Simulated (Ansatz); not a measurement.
H4OSi···HCl

```xyz
8

Si   -0.3156   -0.1879   -0.6561
Cl   -1.1150    1.1674    3.3699
H     0.7024   -1.2533   -0.8828
H     0.3260    1.1315   -0.4332
H    -1.2576   -0.1456   -1.8109
O    -1.1717   -0.4964    0.7753
H    -1.6837   -1.3062    0.8440
H    -1.1418    0.4608    2.2615
```

Computed with Ansatz, RKS PBE0/def2-SVPD.

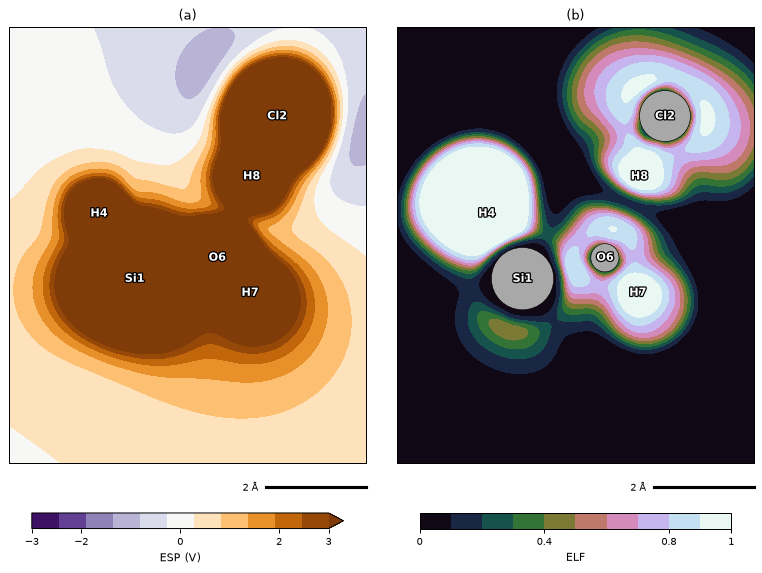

Figure 1. (a) electrostatic potential; (b) ELF on the plane of atoms Si1, O6 and H7. Grey discs cover the atomic cores in the ELF map.

> Describe what can be read from this map.

The section cuts through Si, Cl, H and O sites.
O6···H8 (1.77 Å): the ELF dips to about 0.15 between them.
Si–O (1.70 Å): the ELF peaks at about 0.90 between the atoms, as expected for a shared but strongly polarised pair.
O–H (0.96 Å): the ELF climbs to about 1 towards the hydrogen, as it does in any bond to H; an ordinary covalent bond to hydrogen.
Cl–H (1.31 Å): the ELF climbs to about 1 towards the hydrogen (an ordinary covalent bond to hydrogen).
Si–H (1.48 Å): the ELF climbs to about 1 towards the hydrogen.
The ELF also peaks beside Cl2, away from the bonds: lone-pair regions.
Outside the dense part of the complex the potential is most negative (−1.0 V) near Cl2.

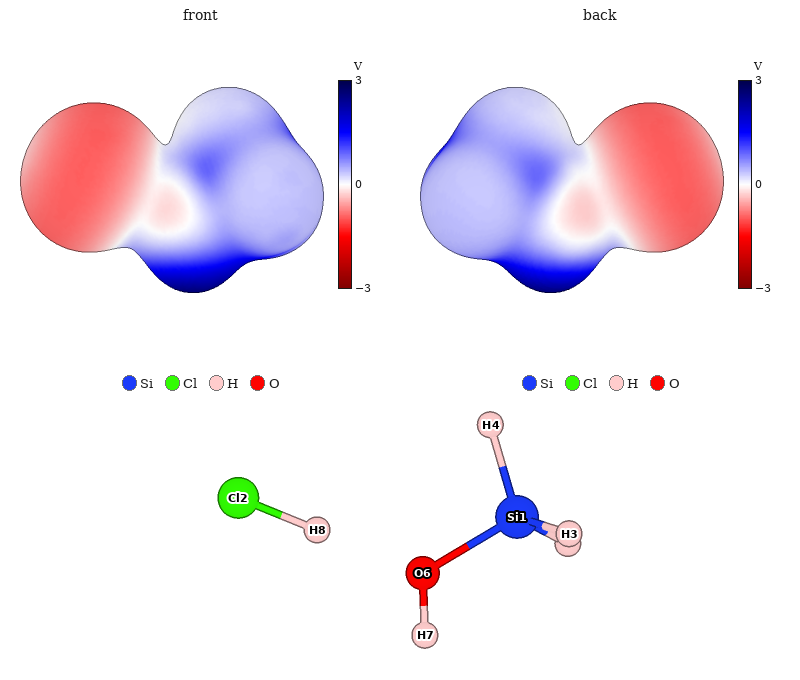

Figure 2. The electrostatic potential painted on the density surface at 0.001 e/bohr³, seen from the front and from behind; red is negative and blue positive. The bare structure is drawn below in the same view.

> Which sites attract a positive test charge, and which a negative one?

A positive charge is drawn to the negative regions and a negative charge to the positive ones. The most negative region (about −0.9 V) lies over Cl2, the most positive (about +2.6 V) over H7.

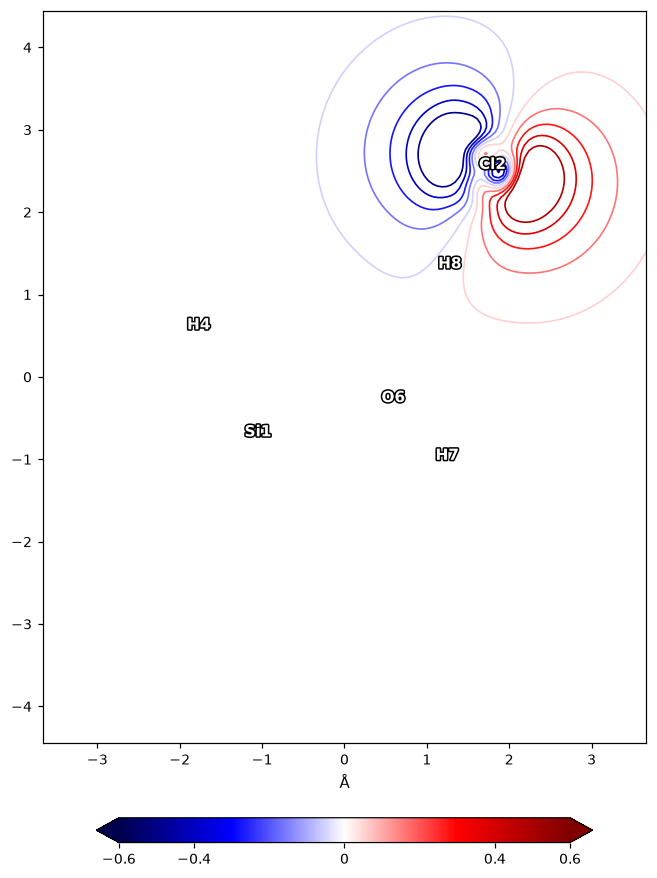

Figure 3. The HOMO−1 on the plane of atoms Si1, O6 and H7 (values in Å⁻³ᐟ²; the overall sign is arbitrary).

> What is the character of this orbital?

Its weight (Hirshfeld) is mainly on Cl2 (about 95 %); largely a lone pair of Cl2. Its energy is −8.70 eV.
